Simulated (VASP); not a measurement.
# CsNaIBr: structure and properties in VASP, part 3 of 6

Wanted: the relaxed cell of CsNaIBr and its properties. The cell is invented: it takes the structure of a Materials Project entry for CsI (space group 225 there), with some of its atoms replaced by other elements, volume scaled by an estimate. It may not be a known or stable phase.

VASP 6.6.1, plane waves and PAW; the level of theory is named at each step.

So far, gap on the k-mesh (eV): step 2 (rough relaxation of the start cell) 3.20; step 3 (relaxing cell and atoms (rev-vdW-DF2)) 3.21; step 4 (density, ELF and potential (rev-vdW-DF2)) 3.21. The relaxed cell has a = 4.860, c = 7.290 Å (conventional setting).

**5. Bands along the symmetry lines (rev-vdW-DF2)**

Level of this step: rev-vdW-DF2; plane waves and PAW (Cs_sv, I, Br, Na_pv); invented cell (VASP).

Levels along the symmetry lines show where the bands peak and cross; KPOINTS_OPT computes them in the converged potential.

Contents of INCAR:

```
SYSTEM = CsNaIBr
PREC = Accurate
ENCUT = 400
EDIFF = 1E-06
NELM = 100
ISMEAR = -1
SIGMA = 0.05
LREAL = .FALSE.
ALGO = Normal
GGA = MK
AGGAC = 0
LUSE_VDW = .TRUE.
PARAM1 = 0.1234
PARAM2 = 0.711357
ZAB_VDW = -1.8867
LASPH = .TRUE.
NBANDS = 29
LORBIT = 11
LWAVE = .FALSE.
LCHARG = .FALSE.
KPAR = 2
```

Contents of POSCAR:

```
CsNaIBr
1.0
    4.8599419625      0.0000000000      0.0000000000
    0.0000000000      4.8599419625      0.0000000000
    0.0000000000      0.0000000000      7.2899834266
Cs I Br Na
1 1 1 1
Direct
    0.0000000000      0.0000000000      0.0000000000
    0.0000000000      0.0000000000      0.5000000000
    0.5000000000      0.5000000000      0.0000000000
    0.5000000000      0.5000000000      0.5000000000
```

Contents of KPOINTS:

```
Automatic mesh
0
Gamma
5 5 3
0 0 0
```

Contents of KPOINTS_OPT:

```
Line mode
16
Line-mode
Reciprocal
  0.00000000   0.00000000   0.00000000 GAMMA
  0.00000000   0.50000000   0.00000000 X

  0.00000000   0.50000000   0.00000000 X
  0.50000000   0.50000000   0.00000000 M

  0.50000000   0.50000000   0.00000000 M
  0.00000000   0.00000000   0.00000000 GAMMA

  0.00000000   0.00000000   0.00000000 GAMMA
  0.00000000   0.00000000   0.50000000 Z

  0.00000000   0.00000000   0.50000000 Z
  0.00000000   0.50000000   0.50000000 R

  0.00000000   0.50000000   0.50000000 R
  0.50000000   0.50000000   0.50000000 A

  0.50000000   0.50000000   0.50000000 A
  0.00000000   0.00000000   0.50000000 Z

  0.00000000   0.50000000   0.00000000 X
  0.00000000   0.50000000   0.50000000 R

  0.50000000   0.50000000   0.00000000 M
  0.50000000   0.50000000   0.50000000 A
```

The projector-augmented-wave data sets are Cs_sv, I, Br and Na_pv (PBE family, release 64).

The run is started by

```sh
> mpirun -np 2 vasp_std
```

What it wrote:

```text
[... set-up lines as in an earlier step ...]
 entering main loop
       N       E                     dE             d eps       ncg     rms          rms(c)
DAV:   1     0.202141025902E+03    0.20214E+03   -0.10692E+04   696   0.729E+02
DAV:   2     0.176750121380E+02   -0.18447E+03   -0.16936E+03   827   0.184E+02
DAV:   3    -0.352624289767E+01   -0.21201E+02   -0.21076E+02   902   0.675E+01
DAV:   4    -0.398085022841E+01   -0.45461E+00   -0.45425E+00   851   0.112E+01
DAV:   5    -0.398883363084E+01   -0.79834E-02   -0.79830E-02   901   0.145E+00    0.241E+00
DAV:   6    -0.357422514649E+01    0.41461E+00   -0.43600E-01   823   0.236E+00    0.139E+00
DAV:   7    -0.348650475800E+01    0.87720E-01   -0.23088E-01   936   0.169E+00    0.879E-01
DAV:   8    -0.347277349083E+01    0.13731E-01   -0.29678E-02   860   0.848E-01    0.174E-01
DAV:   9    -0.347142794354E+01    0.13455E-02   -0.45564E-03   878   0.260E-01    0.167E-01
DAV:  10    -0.347075915436E+01    0.66879E-03   -0.58428E-04   860   0.119E-01    0.327E-02
DAV:  11    -0.347041535224E+01    0.34380E-03   -0.51364E-04   889   0.114E-01    0.239E-02
DAV:  12    -0.347044641941E+01   -0.31067E-04   -0.21032E-04   794   0.470E-02    0.227E-02
DAV:  13    -0.347044491742E+01    0.15020E-05   -0.12645E-05   902   0.141E-02    0.144E-02
DAV:  14    -0.347044452848E+01    0.38894E-06   -0.12258E-06   672   0.494E-03
   1 F= -.34704445E+01 E0= -.34704445E+01  d E =-.108582E-09
 Start KPOINTS_OPT (optional k-point list driver)
k-point batch [1-12\144]
       N       E                     dE             ncg
DAV:   1    -0.993302943516E+03   -0.36770E+04      696
DAV:   2    -0.321013258657E+04   -0.22168E+04      840
DAV:   3    -0.345935010445E+04   -0.24922E+03      897
DAV:   4    -0.346448861851E+04   -0.51385E+01      799
DAV:   5    -0.346459150265E+04   -0.10288E+00      901
DAV:   6    -0.346459446476E+04   -0.29621E-02      860
DAV:   7    -0.346459452682E+04   -0.62059E-04      917
DAV:   8    -0.346459452819E+04   -0.13659E-05      621
DAV:   9    -0.346459452827E+04   -0.75762E-07      488
[...]
k-point batch [133-144\144]
       N       E                     dE             ncg
DAV:   1    -0.131119389596E+04   -0.10424E+05      736
DAV:   2    -0.326962047624E+04   -0.19584E+04      810
DAV:   3    -0.348784691720E+04   -0.21823E+03      931
DAV:   4    -0.349220257700E+04   -0.43557E+01      846
DAV:   5    -0.349229325457E+04   -0.90678E-01      908
DAV:   6    -0.349229657123E+04   -0.33167E-02      902
DAV:   7    -0.349229667355E+04   -0.10232E-03      948
DAV:   8    -0.349229667574E+04   -0.21925E-05      758
DAV:   9    -0.349229667585E+04   -0.10602E-06      548
```

It took 2.3 min on 2 MPI ranks of Intel Xeon Platinum 8259CL at 2.50GHz (Skylake/Cascade Lake), shared host; peak memory 0.99 GiB.

From OUTCAR (step 5):

```text
   k-points           NKPTS =     12   k-points in BZ     NKDIM =     12   number of bands    NBANDS=     29

   NELECT =      30.0000    total number of electrons

 E-fermi :   0.2922

 k-point     1 :       0.0000    0.0000    0.0000
  band No.  band energies     occupation
    ...
     11      -1.1752      2.00000
     12      -1.1752      2.00000
     13      -0.8746      2.00000
     14      -0.8626      2.00000
     15      -0.8626      2.00000
     16       2.3565      0.00000
     17       4.2241      0.00000
     18       5.3132      0.00000
     19       5.9750      0.00000
     20       5.9750      0.00000
    ...

Total vdW correction in eV:      6.9493540

  Total        0.0152237      0.0152237      0.0199677      0.0000000      0.0000000      0.0000000
  in kB        0.1416587      0.1416587      0.1858017      0.0000000      0.0000000      0.0000000
  external PRESSURE =       0.1563730 kB  Pullay stress =       0.0000000 kB

  FREE ENERGIE OF THE ION-ELECTRON SYSTEM (eV)
  ---------------------------------------------------
  free  energy   TOTEN  =        -3.4704445285 eV

  energy  without entropy=       -3.4704445284  energy(sigma->0) =       -3.47044453

Total vdW correction in eV:      6.9494127

[... 9 parts as in an earlier step ...]

[... 8 further parts left out ...]
```

Spin-orbit coupling is off here; with elements this heavy it splits and shifts levels by tenths of an eV or more.

Numbers from this step:

```yaml
bands: 29
fermi_energy: 0.2922 eV
pressure: 0.01564 GPa
least_gap_on_mesh_and_path: 3.189 eV
least_direct_gap_on_mesh_and_path: 3.219 eV
valence_top_at_k: 0.5, 0.5, 0
```

The electronic bands at the labelled points (eV, zero at the valence-band top; v1 is the highest filled band, c1 the lowest empty one):

| point | v4 | v3 | v2 | v1 | c1 | c2 | c3 | c4 |
| --- | --- | --- | --- | --- | --- | --- | --- | --- |
| Γ | -0.34 | -0.04 | -0.03 | -0.03 | 3.19 | 5.06 | 6.15 | 6.81 |
| X | -0.68 | -0.61 | -0.23 | -0.11 | 5.44 | 5.68 | 5.76 | 7.12 |
| M | -0.55 | -0.01 | -0.01 | 0.00 | 4.07 | 5.03 | 5.03 | 7.16 |
| Γ | -0.34 | -0.04 | -0.03 | -0.03 | 3.19 | 5.06 | 6.15 | 6.81 |
| Z | -0.36 | -0.36 | -0.05 | -0.05 | 4.00 | 5.28 | 5.40 | 6.33 |
| R | -0.60 | -0.57 | -0.39 | -0.26 | 5.31 | 5.39 | 6.59 | 7.29 |
| A | -0.60 | -0.58 | -0.04 | -0.04 | 4.70 | 6.17 | 6.17 | 6.75 |
| Z | -0.36 | -0.36 | -0.05 | -0.05 | 4.00 | 5.28 | 5.40 | 6.33 |
| jump to X | -0.68 | -0.61 | -0.23 | -0.11 | 5.44 | 5.68 | 5.76 | 7.12 |
| R | -0.60 | -0.57 | -0.39 | -0.26 | 5.31 | 5.39 | 6.59 | 7.29 |
| jump to M | -0.55 | -0.01 | -0.01 | 0.00 | 4.07 | 5.03 | 5.03 | 7.16 |
| A | -0.60 | -0.58 | -0.04 | -0.04 | 4.70 | 6.17 | 6.17 | 6.75 |

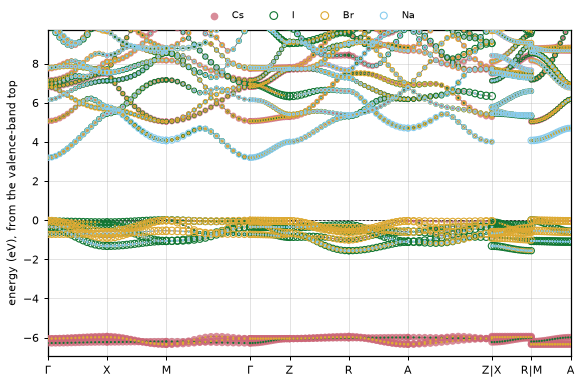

Electronic bands along the path; dots are coloured as in the legend, and their area grows with the weight.

The path finds the gap of the mesh within 0.02 eV, so the mesh comes close to both band edges.

**6. Density of states (rev-vdW-DF2)**

Here the states are counted by energy and projected on the atoms. The mesh is finer than in the run before.

INCAR: that of step 5 with these lines changed.

```diff
@@ -5,3 +5,3 @@
 NELM = 100
-ISMEAR = -1
+ISMEAR = -5
 SIGMA = 0.05
@@ -21 +21,2 @@
 KPAR = 2
+NEDOS = 2001
```

POSCAR is that of step 5.

Contents of KPOINTS:

```
Automatic mesh
0
Gamma
7 7 5
0 0 0
```

The run is started by

```sh
> mpirun -np 2 vasp_std
```

What it wrote:

```text
[... set-up lines as in an earlier step ...]
 entering main loop
       N       E                     dE             d eps       ncg     rms          rms(c)
DAV:   1     0.202472273316E+03    0.20247E+03   -0.10632E+04  1748   0.733E+02
DAV:   2     0.173089868817E+02   -0.18516E+03   -0.17069E+03  2067   0.182E+02
DAV:   3    -0.352947314039E+01   -0.20838E+02   -0.20715E+02  2223   0.663E+01
DAV:   4    -0.398071754422E+01   -0.45124E+00   -0.45084E+00  2085   0.111E+01
DAV:   5    -0.398957417246E+01   -0.88566E-02   -0.88562E-02  2297   0.152E+00    0.241E+00
DAV:   6    -0.357509286015E+01    0.41448E+00   -0.43784E-01  2148   0.236E+00    0.139E+00
DAV:   7    -0.348727266978E+01    0.87820E-01   -0.23035E-01  2257   0.170E+00    0.878E-01
DAV:   8    -0.347364719727E+01    0.13625E-01   -0.29146E-02  2187   0.841E-01    0.157E-01
DAV:   9    -0.347228284151E+01    0.13644E-02   -0.43974E-03  2198   0.257E-01    0.174E-01
DAV:  10    -0.347162619876E+01    0.65664E-03   -0.53783E-04  2192   0.117E-01    0.331E-02
DAV:  11    -0.347128186885E+01    0.34433E-03   -0.50197E-04  2238   0.113E-01    0.301E-02
DAV:  12    -0.347131271736E+01   -0.30849E-04   -0.20900E-04  1971   0.465E-02    0.215E-02
DAV:  13    -0.347131159234E+01    0.11250E-05   -0.14536E-05  2283   0.152E-02    0.169E-02
DAV:  14    -0.347131092490E+01    0.66744E-06   -0.13244E-06  1651   0.529E-03
   1 F= -.34713109E+01 E0= -.34713109E+01  d E =0.000000E+00
```

It took 86 s on 2 MPI ranks; peak memory 1.1 GiB.

Parts of OUTCAR (step 6):

```text
   k-points           NKPTS =     30   k-points in BZ     NKDIM =     30   number of bands    NBANDS=     29

   NELECT =      30.0000    total number of electrons

 E-fermi :  -0.8277

 k-point     1 :       0.0000    0.0000    0.0000
  band No.  band energies     occupation
    ...
     11      -1.1761      2.00000
     12      -1.1761      2.00000
     13      -0.8752      2.00000
     14      -0.8624      2.00000
     15      -0.8624      2.00000
     16       2.3562      0.00000
     17       4.2242      0.00000
     18       5.3132      0.00000
     19       5.9750      0.00000
     20       5.9750      0.00000
    ...

Total vdW correction in eV:      6.9491761

  Total        0.0123336      0.0123336      0.0071071      0.0000000      0.0000000      0.0000000
  in kB        0.1147653      0.1147653      0.0661327      0.0000000      0.0000000      0.0000000
  external PRESSURE =       0.0985544 kB  Pullay stress =       0.0000000 kB

  FREE ENERGIE OF THE ION-ELECTRON SYSTEM (eV)
  ---------------------------------------------------
  free  energy   TOTEN  =        -3.4713109249 eV

  energy  without entropy=       -3.4713109249  energy(sigma->0) =       -3.47131092

Total vdW correction in eV:      6.9492461

[... 7 parts as in an earlier step ...]

[... 10 further parts left out ...]
```

This step gave:

```yaml
irreducible_k_points: 30
free_energy_toten: -3.471 eV
fermi_energy: -0.8277 eV
pressure: 0.009855 GPa
valence_top_at_k: 0.4286, 0.4286, 0
gap_on_the_k_mesh: 3.200 eV
```

The density of states has structure finer than the step of the table below, so its rows give means over 1 eV, whole bins alone (the curve runs from -12.0 to 7.66 eV). Peaks (eV: height): total -10.5: 17.2, -6.0: 22.4, -0.8: 11.8, -0.5: 16.8; Br p -0.8: 2.78, -0.5: 4.97, -0.1: 4.91; I p -1.1: 1.66, -0.8: 2.81, -0.5: 3.79, -0.3: 3.63; Na s -1.2: 0.0619, 4.8: 0.247, 6.1: 0.12, 7.0: 0.0472; Cs p -6.0: 16.9.

States under -12.0 eV and over 7.7 eV are left out. Table of density of states by energy, zero at the valence-band top; means over each step; values in states/eV/cell:

| energy (eV) | total | Br p | I p | Na s | Cs p | Cs d | I s |
| --- | --- | --- | --- | --- | --- | --- | --- |
| -11 | 1.30 | 0 | 1.1e-5 | 3.0e-4 | 0.00475 | 2.0e-4 | 0.963 |
| -10 | 0.696 | 0 | 8.0e-6 | 8.4e-5 | 0.00231 | 1.1e-4 | 0.510 |
| -9 | 0 | 0 | 0 | 0 | 0 | 0 | 0 |
| -8 | 0 | 0 | 0 | 0 | 0 | 0 | 0 |
| -7 | 0 | 0 | 0 | 0 | 0 | 0 | 0 |
| -6 | 6.02 | 0.0378 | 0.0139 | 0 | 4.24 | 1.7e-4 | 0.0170 |
| -5 | 0 | 0 | 0 | 0 | 0 | 0 | 0 |
| -4 | 0 | 0 | 0 | 0 | 0 | 0 | 0 |
| -3 | 0 | 0 | 0 | 0 | 0 | 0 | 0 |
| -2 | 0.0261 | 0.00230 | 0.00795 | 5.0e-4 | 2.6e-5 | 5.5e-5 | 0 |
| -1 | 5.94 | 1.35 | 1.47 | 0.0261 | 0.0512 | 0.0201 | 0.00327 |
| 0 | 6.06 | 1.90 | 1.34 | 9.5e-4 | 0.187 | 0.0224 | 6.6e-4 |
| 1 | 0 | 0 | 0 | 0 | 0 | 0 | 0 |
| 2 | 0 | 0 | 0 | 0 | 0 | 0 | 0 |
| 3 | 0.0118 | 1.4e-4 | 2.8e-4 | 0.00130 | 0 | 0 | 7.0e-4 |
| 4 | 0.502 | 0.0117 | 0.0212 | 0.0593 | 0.00136 | 5.6e-4 | 0.0219 |
| 5 | 1.88 | 0.0324 | 0.0746 | 0.165 | 0.00876 | 0.0425 | 0.0319 |
| 6 | 3.82 | 0.115 | 0.129 | 0.0620 | 0.0232 | 0.233 | 0.0204 |
| 7 | 4.15 | 0.0941 | 0.102 | 0.0326 | 0.0242 | 0.338 | 0.0240 |

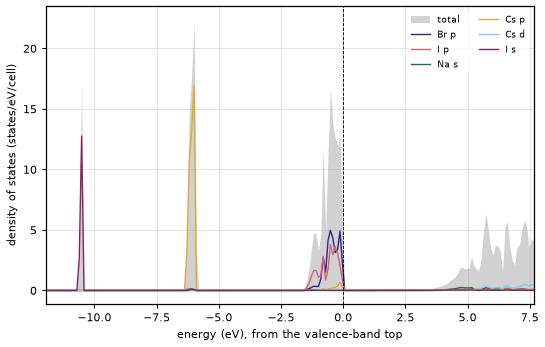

Density of states against energy.

The gap on this mesh is 3.20 eV. In the top eV of the valence band the largest shares in the PAW spheres are Br p 30 % and I p 22 %. The rest lies in smaller channels or between the spheres.

**7. Independent-particle dielectric function (rev-vdW-DF2)**

LOPTICS sums transitions from filled to empty bands. NBANDS is raised for it.

INCAR: that of step 6 with these lines changed.

```diff
@@ -5,3 +5,3 @@
 NELM = 100
-ISMEAR = -5
+ISMEAR = -1
 SIGMA = 0.05
@@ -16,3 +16,3 @@
 LASPH = .TRUE.
-NBANDS = 29
+NBANDS = 47
 LORBIT = 11
@@ -21,2 +21,4 @@
 KPAR = 2
-NEDOS = 2001
+LOPTICS = .TRUE.
+NEDOS = 1500
+CSHIFT = 0.1
```

POSCAR is that of step 6.

KPOINTS is that of step 6.

The run is started by

```sh
> mpirun -np 2 vasp_std
```

What it wrote:

```text
[... set-up lines as in an earlier step ...]
 entering main loop
       N       E                     dE             d eps       ncg     rms          rms(c)
DAV:   1     0.202196389919E+03    0.20220E+03   -0.97596E+03  2820   0.451E+02
DAV:   2     0.170269574011E+02   -0.18517E+03   -0.16920E+03  3091   0.130E+02
DAV:   3    -0.359127205727E+01   -0.20618E+02   -0.20338E+02  3434   0.479E+01
DAV:   4    -0.398212605091E+01   -0.39085E+00   -0.39051E+00  3401   0.724E+00
DAV:   5    -0.398955875414E+01   -0.74327E-02   -0.74323E-02  3541   0.953E-01    0.241E+00
DAV:   6    -0.357425004802E+01    0.41531E+00   -0.21808E-01  3466   0.145E+00    0.132E+00
DAV:   7    -0.348713871508E+01    0.87111E-01   -0.16030E-01  3745   0.109E+00    0.915E-01
DAV:   8    -0.347382169332E+01    0.13317E-01   -0.23152E-02  3408   0.543E-01    0.187E-01
DAV:   9    -0.347211737365E+01    0.17043E-02   -0.35896E-03  3618   0.173E-01    0.196E-01
DAV:  10    -0.347156469010E+01    0.55268E-03   -0.59768E-04  3496   0.768E-02    0.368E-02
DAV:  11    -0.347128992298E+01    0.27477E-03   -0.19889E-04  3624   0.604E-02    0.247E-02
DAV:  12    -0.347131107100E+01   -0.21148E-04   -0.11293E-04  3310   0.255E-02    0.242E-02
DAV:  13    -0.347131094449E+01    0.12651E-06   -0.76435E-06  3385   0.840E-03
   1 F= -.34713109E+01 E0= -.34713109E+01  d E =-.731266E-10
 optical routines
 imaginary and real dielectric function
 recalculating local potential from charge density
 direction            1
 direction            2
 direction            3
```

It took 1.7 min on 2 MPI ranks; peak memory 1.1 GiB; 3.3 min of CPU time.

OUTCAR, selected parts (step 7):

```text
   k-points           NKPTS =     30   k-points in BZ     NKDIM =     30   number of bands    NBANDS=     47

   NELECT =      30.0000    total number of electrons

 E-fermi :   0.2978

 k-point     1 :       0.0000    0.0000    0.0000
  band No.  band energies     occupation
    ...
     11      -1.1760      2.00000
     12      -1.1760      2.00000
     13      -0.8751      2.00000
     14      -0.8625      2.00000
     15      -0.8625      2.00000
     16       2.3563      0.00000
     17       4.2242      0.00000
     18       5.3132      0.00000
     19       5.9750      0.00000
     20       5.9750      0.00000
    ...

  Total        0.0047256      0.0047256      0.0004754      0.0000000      0.0000000     -0.0000000
  in kB        0.0439724      0.0439724      0.0044241      0.0000000      0.0000000     -0.0000000
  external PRESSURE =       0.0307896 kB  Pullay stress =       0.0000000 kB

  FREE ENERGIE OF THE ION-ELECTRON SYSTEM (eV)
  ---------------------------------------------------
  free  energy   TOTEN  =        -3.4713109445 eV

  energy  without entropy=       -3.4713109444  energy(sigma->0) =       -3.47131094

Total vdW correction in eV:      6.9492947

Total vdW correction in eV:      6.9492947

 plasma frequency squared (from intraband transitions) (eV^2)
  --------------------------------------------------------------------------------------
       0.000       0.000       0.000
       0.000       0.000       0.000
       0.000       0.000       0.000

[... 9 parts as in an earlier step ...]

[... 8 further parts left out ...]
```

These are independent-particle spectra without excitons or local fields, and fine structure depends on the mesh and on CSHIFT.

Numbers from this step:

```yaml
scf_cycles: 13
bands: 47
fermi_energy: 0.2978 eV
pressure: 0.003079 GPa
```

The imaginary dielectric function has structure finer than the step of the table below, so its rows give means over 1 eV, whole bins alone (the curve runs from 0 to 25.0 eV). Peaks (eV: height): xx 5.9: 3.92, 7.9: 4.44, 14.0: 2.15; zz 7.1: 5.34, 7.9: 4.57, 9.8: 1.96, 13.7: 2.52.

Table of imaginary dielectric function by photon energy; means over each step:

| photon energy (eV) | xx | zz |
| --- | --- | --- |
| 1 | 0.0110 | 0.0100 |
| 2 | 0.0287 | 0.0259 |
| 3 | 0.138 | 0.130 |
| 4 | 0.996 | 0.694 |
| 5 | 2.26 | 1.81 |
| 6 | 3.67 | 3.48 |
| 7 | 2.92 | 4.65 |
| 8 | 3.89 | 3.73 |
| 9 | 2.83 | 1.53 |
| 10 | 1.58 | 1.52 |
| 11 | 1.25 | 1.05 |
| 12 | 1.75 | 1.91 |
| 13 | 1.63 | 2.05 |
| 14 | 1.85 | 2.02 |
| 15 | 1.35 | 1.18 |
| 16 | 0.928 | 0.771 |
| 17 | 0.600 | 0.669 |
| 18 | 0.314 | 0.398 |
| 19 | 0.259 | 0.219 |
| 20 | 0.131 | 0.149 |
| 21 | 0.101 | 0.107 |
| 22 | 0.0738 | 0.0731 |
| 23 | 0.0782 | 0.0785 |
| 24 | 0.0622 | 0.0740 |

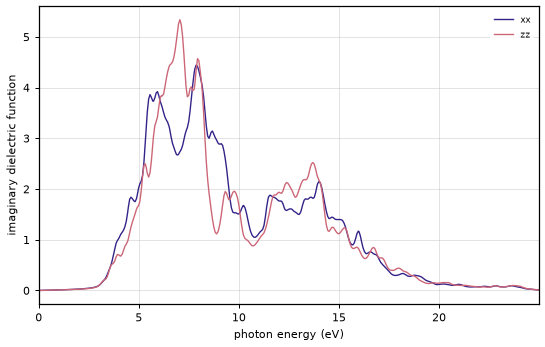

Imaginary dielectric function against photon energy.

The real dielectric function by photon energy:

| photon energy (eV) | xx | zz |
| --- | --- | --- |
| 0.0 | 3.24 | 3.18 |
| 2.5 | 3.65 | 3.55 |
| 5.0 | 4.69 | 4.80 |
| 7.5 | 2.72 | 1.13 |
| 10.0 | 0.336 | 0.0655 |
| 12.5 | 0.617 | 0.796 |
| 15.0 | -0.137 | -0.162 |
| 17.5 | -0.157 | -0.112 |
| 20.0 | 0.272 | 0.295 |
| 22.5 | 0.499 | 0.509 |

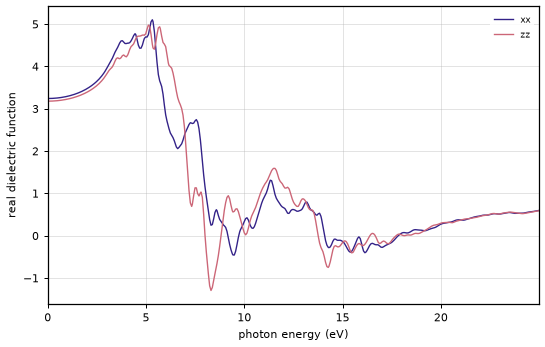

Real dielectric function against photon energy.

The mean of ε2 over directions passes 5 % of its top at 3.36 eV, against a least direct gap of 3.22 eV on this mesh, so absorption sets in close to the direct gap.

[end of part 3 of 6]

[Lines on the potential files, build, host, timing and source positions are cut from VASP's logs without a mark.]

[Logs are printed without paths, hosts, clocks, repeated set-up lines and the standing remarks that a program may print on its own settings, such as how far it seeks lower states.]

[Hosts, paths, dates, database ids (printed as entryN), source tags and the programs' standing remarks are cut or masked in the printed files.]

[A measured line is paired with the nearest computed mode of its activity, which favours agreement.]
